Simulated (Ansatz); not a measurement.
**PH (SMILES [PH]): levels of theory compared**

Wanted: a comparison of 6 runs (UHF/3-21G, UCAM-B3LYP/3-21G, U-wB97M-V/cc-pVDZ, UBLYP/cc-pVDZ, RPA@PBE/3-21G, UMP2/cc-pVDZ) of PH. 

The calculation is run with Ansatz 0.2.0.

57 further runs of the same task are left out: 57 set aside as unsound or not needed.

### Step 1. Starting point

PH: 2 atoms, total charge 0, spin state triplet. As SMILES, `[PH]`. The H2–P1 distance was set to 1.749 Å, away from the relaxed value.

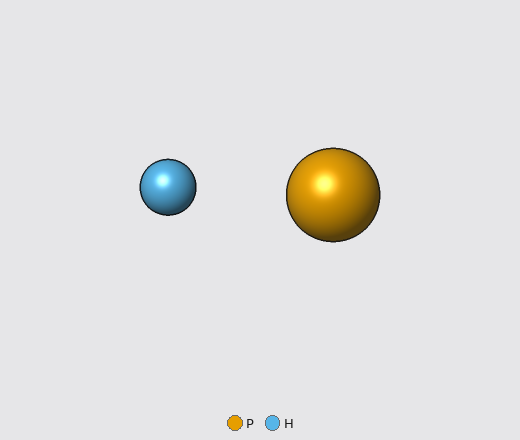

The structure, seen from a chosen angle (phosphorus amber, hydrogen blue).

### Step 2. The energy at UHF/3-21G (run 1)

run.yaml reads:

```yaml
crystal:
  periodic: [false, false, false]
  atoms:
    - {symbol: P, position_ang: [0.000000, 0.000000, -0.349730]}
    - {symbol: H, position_ang: [0.000000, 0.000000, 1.399070]}
basis:
  gaussian: {orbitals: 3-21G.json}
magnetization: {spin_polarized: true, initial_magnetization: 2}
hamiltonian: {xc: hf}
accuracy: high
```

The basis set 3-21G is read from a file made from the Basis Set Exchange's data (not shown).

The run is started by

```
$ ansatz run run.yaml --threads 1 --pin off --max-ram 2610MiB --events-out events.jsonl --progress --plain --runs-dir runs
```

Standard output:

```text
Warning: RAYON_NUM_THREADS=1 ignored (pool sized by the plan → 1); use --threads N
Functional definition: HF
  name "HF"
  exchange = exact_x
  correlation = 0
276 factors; integrals over basis functions are off by at most 2.3e-9 eV
mean field evaluation 1: about -9238.9627 eV, gradient 3.7e0 eV
mean field evaluation 2: about -9238.9637 eV, gradient 3.7e0 eV
mean field evaluation 4: about -9239.1366 eV, gradient 6.7e-1 eV
mean field evaluation 8: about -9239.1867 eV, gradient 2.0e-2 eV
mean field evaluation 16: about -9239.1864 eV, gradient 1.2e-8 eV
mean field -9239.18636048 eV, -339.5338362023 hartree, gradient 1.2e-8 eV, S^2 2.089921; 0 other end points of the search recorded, 0 dependent functions left out
reference -9239.18636048 eV, -339.5338362023 hartree; 9, 7 occupied and 6, 8 virtual orbitals, 276 factors
Total energy: -9239.18636048 eV, -339.5338362023 hartree
```

Run time: 0.12 s. Hardware: 1 thread of Arm Neoverse V1, shared host.

### Step 3. The energy at UCAM-B3LYP/3-21G (run 2)

run.yaml reads:

```yaml
crystal:
  periodic: [false, false, false]
  atoms:
    - symbol: P
      position_ang: [0.000000, 0.000000, -0.349730]
    - symbol: H
      position_ang: [0.000000, 0.000000, 1.399070]
basis:
  gaussian:
    orbitals: 3-21G.json
magnetization:
  spin_polarized: true
  initial_magnetization: 2
hamiltonian:
  xc: {name: CAM-B3LYP}
accuracy: high
```

The basis set 3-21G is read from a file made from the Basis Set Exchange's data (not shown).

The run is started by

```
$ ansatz run run.yaml --threads 1 --pin off --max-ram 2610MiB --events-out events.jsonl --progress --plain --runs-dir runs
```

Standard output:

```text
Warning: RAYON_NUM_THREADS=1 ignored (pool sized by the plan → 1); use --threads N
Functional definition: CAM-B3LYP
  name "CAM-B3LYP"
  parameter alpha = 0.19
  parameter beta = 0.46
  parameter omega = 0.33/bohr
  parameter ac = 0.81
  exchange = (1 - alpha - beta)*b88_x + beta*b88_x_sr(omega) + alpha*exact_x + beta*exact_x_lr(omega)
  correlation = (1 - ac)*vwn5_c + ac*lyp_c
276 factors; integrals over basis functions are off by at most 2.3e-9 eV
116 factors; integrals over basis functions are off by at most 7.9e-10 eV
mean field evaluation 1: about -9255.0610 eV, gradient 2.1e0 eV
mean field evaluation 2: about -9255.1055 eV, gradient 9.0e-1 eV
mean field evaluation 4: about -9255.1181 eV, gradient 1.9e-1 eV
mean field evaluation 8: about -9255.1176 eV, gradient 2.0e-2 eV
mean field evaluation 16: about -9255.1176 eV, gradient 1.7e-8 eV
mean field -9255.11761408 eV, -340.1192989732 hartree, gradient 1.9e-8 eV, S^2 2.009405; 0 other end points of the search recorded, 0 dependent functions left out
reference -9255.11762512 eV, -340.1192993793 hartree; 9, 7 occupied and 6, 8 virtual orbitals, 276 factors
Total energy: -9255.11762512 eV, -340.1192993793 hartree
```

Run time: 0.85 s. Hardware: 1 thread of Arm Neoverse V1, shared host; peak memory 0.091 GiB.

Runs 3 to 5 aren't shown in full; the table further down has their settings and results.

### Step 4. The energy at UMP2/cc-pVDZ (run 6)

input.yaml reads:

```yaml
crystal:
  periodic: [false, false, false]
  atoms:
    - {symbol: P, position_ang: [0.000000, 0.000000, -0.349730]}
    - {symbol: H, position_ang: [0.000000, 0.000000, 1.399070]}
basis:
  gaussian:
    orbitals: cc-pVDZ
magnetization:
  spin_polarized: true
  initial_magnetization: 2
correlation:
  method: mp2
  frozen_orbitals: {H: 0, P: 5}
accuracy: high
```

The run is started by

```
$ ansatz run input.yaml --threads 1 --pin off --max-ram 2610MiB --events-out events.jsonl --progress --plain --runs-dir runs
```

Standard output:

```text
Warning: RAYON_NUM_THREADS=1 ignored (pool sized by the plan → 1); use --threads N
[... 4 set-up lines as earlier in the session ...]
410 factors; integrals over basis functions are off by at most 2.8e-9 eV
mean field evaluation 1: about -9285.8309 eV, gradient 4.9e0 eV
mean field evaluation 2: about -9285.8327 eV, gradient 5.0e0 eV
mean field evaluation 4: about -9286.1402 eV, gradient 5.6e-1 eV
mean field evaluation 8: about -9286.1496 eV, gradient 1.3e-2 eV
mean field -9286.14962434 eV, -341.2597043163 hartree, gradient 3.0e-8 eV, S^2 2.034804; 0 other end points of the search recorded, 0 dependent functions left out
5 core orbitals not correlated: weight in the atoms' cores, before any rotation towards them, 1.000 or more for the frozen orbitals, at most 0.000 for the correlated occupied ones
reference -9286.14962434 eV, -341.2597043163 hartree; 4, 2 occupied and 14, 16 virtual orbitals, 410 factors
second order -2.30066175 eV of doubles, -0.00000000 eV of singles
Total energy: -9288.45028609 eV, -341.3442520760 hartree
```

Run time: 0.2 s. Hardware: 1 thread of Arm Neoverse V1, shared host.

### Step 5. The series

| run | level | frozen core orbitals | energy (Eh) | ⟨S²⟩ | wall time |
| --- | --- | --- | --- | --- | --- |
| 1 | UHF/3-21G | – | -339.533836 | 2.090 | 0.12 s |
| 2 | UCAM-B3LYP/3-21G | – | -340.119299 | 2.009 | 0.85 s |
| 3 | U-wB97M-V/cc-pVDZ | – | -341.825145 | 2.007 | 7.2 s |
| 4 | UBLYP/cc-pVDZ | – | -341.855205 | 2.006 | 0.97 s |
| 5 | RPA@PBE/3-21G | 5 | -339.615678 | 2.008 | 0.7 s |
| 6 | UMP2/cc-pVDZ | 5 | -341.344252 | 2.035 | 0.2 s |

### Step 6. Results

```
                                          quantity          value
                               run 6: total energy  -341.34425 Eh
run 6: correlation energy (5 core orbitals frozen)      -84.5 mEh
          run 6: ⟨S²⟩ of the reference determinant          2.035
```

**Reading.** Totals of different functionals can't be ranked against each other. All runs together took 10 s, the longest 7.2 s.
